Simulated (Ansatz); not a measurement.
# C2H6F2GeO2 (SMILES C[O][Ge]([F])([F])[O]C): what the fields show

```xyz
13

C    -1.8975   -0.4642    0.9243
O    -1.2101   -0.8287   -0.2647
Ge    0.5129   -1.0528   -0.2329
F     0.9573   -2.2307    0.9227
F     0.9284   -1.6433   -1.7817
O     1.4379    0.3637    0.1638
C     1.3947    1.4983   -0.6906
H    -1.8464   -1.2584    1.6747
H    -2.9414   -0.3038    0.6531
H    -1.5019    0.4604    1.3571
H     1.9782    2.2833   -0.2085
H     0.3719    1.8610   -0.8355
H     1.8364    1.2802   -1.6671
```

Geometry: PBE0-D4/def2-TZVP.

Method: RKS PBE0-D4/def2-TZVPP in Ansatz.

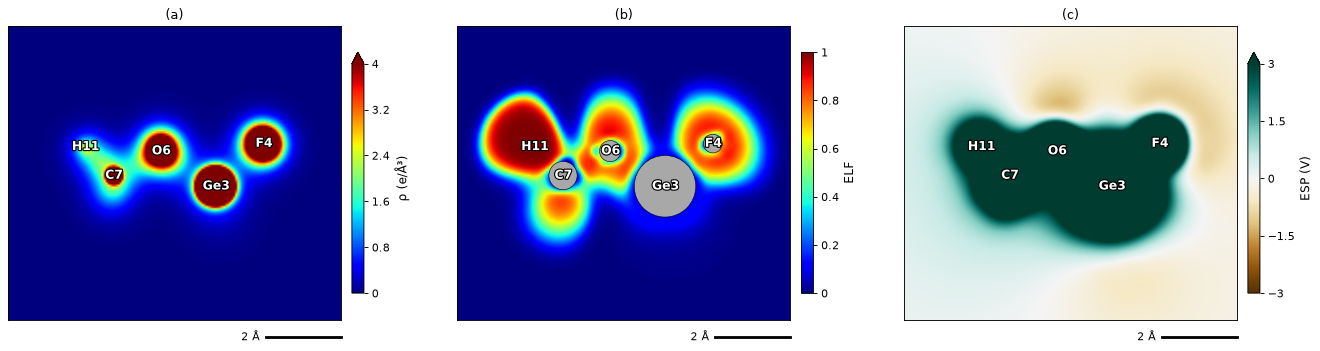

Figure 1. (a) total electron density; (b) electron localisation function; (c) electrostatic potential on the plane of atoms F4, Ge3 and O6. Grey discs cover the atomic cores in the ELF map.

> Describe what can be read from this map.

The plane passes through Ge, F, O, C and H nuclei. C–O (1.42 Å): ρ is about 2 e/Å³ halfway, with its minimum of 1.7 e/Å³ about 0.5 Å from C; the ELF peaks at about 0.85 between the atoms; a shared but strongly polarised pair. Ge–F (1.71 Å): ρ at the midpoint is about 1 e/Å³; the ELF peaks at about 0.80 in the valence shell of F, 0.5 Å from its nucleus, and is about 0.25 at the midpoint. Ge–O (1.74 Å): ρ at the midpoint is about 1.1 e/Å³; the ELF peaks at about 0.80 in the valence shell of O, 0.6 Å from its nucleus, and is about 0.35 at the midpoint. C–H (1.09 Å): the density is about 2.1 e/Å³ at the midpoint; the ELF climbs to about 1 towards the hydrogen, as it does in any bond to H; an ordinary covalent bond to hydrogen. The ELF also peaks beside F4 and O6, away from the bonds: lone-pair regions. Outside the dense part of the molecule the potential is most negative (−1.3 V) near O6.

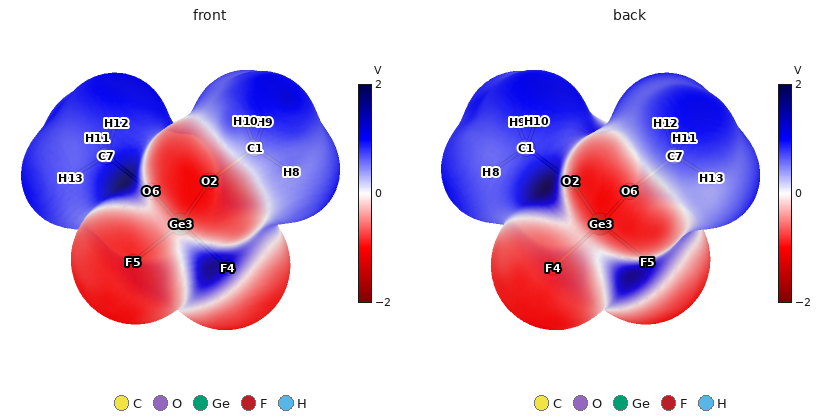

Figure 2. The electrostatic potential painted on the density surface at 0.002 e/bohr³, seen from the front and from behind; red is negative and blue positive.

> Where is the surface potential most negative and most positive?

The most negative region (about −1.0 V) lies over O2, F4, F5 and O6, the most positive (about +1.8 V) over Ge3.

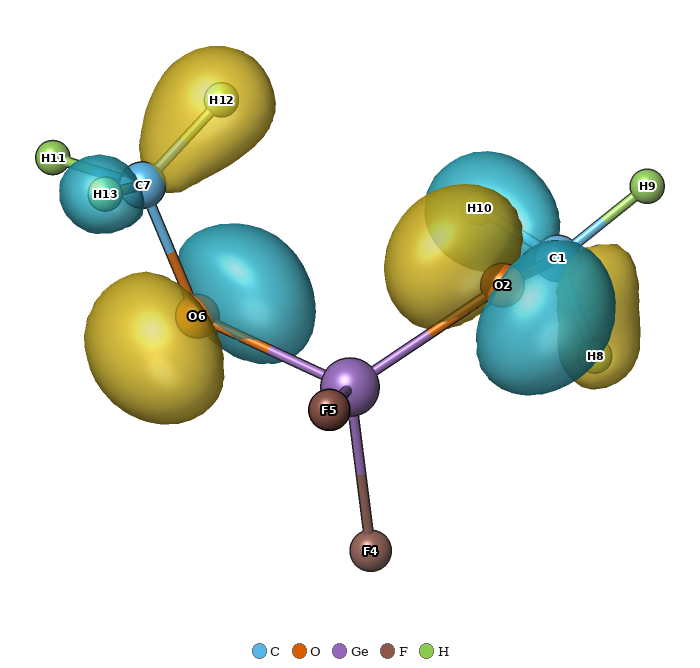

Figure 3. The HOMO at ±0.15 Å⁻³ᐟ² (yellow and cyan are the two phases), seen at a tilt.

> Where does this orbital lie, and at what energy?

Its weight (Hirshfeld) is mainly on O2 (about 30 %), O6 (about 30 %), C7 (about 5 %) and C1 (about 5 %). Its energy is −8.81 eV.
